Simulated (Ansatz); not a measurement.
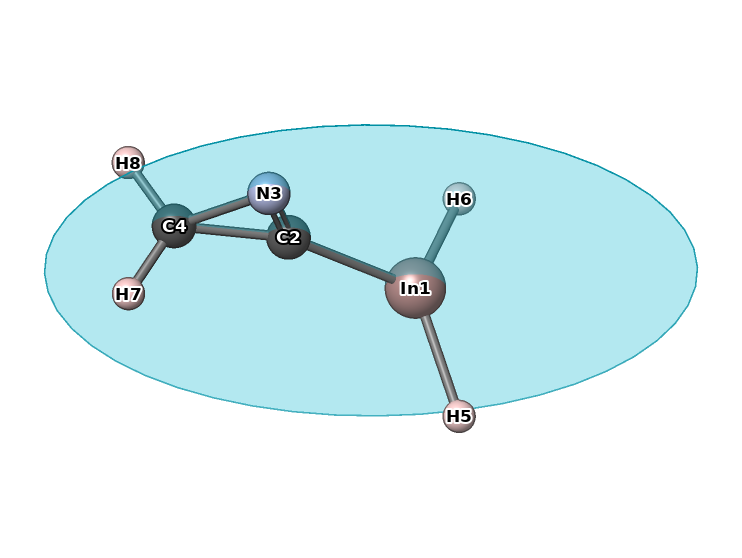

A disc through the centre of mass is drawn in. Atoms fade into the background with distance from the viewer. Computed geometry: PBE0-D4/def2-TZVP optimisation.

Q: Is the plane of the disc a mirror plane of the structure?

A: Yes. The reflection leaves In1, C2, N3, C4 in place and moves H5 ↔ H6; H7 ↔ H8. The point group is Cs.
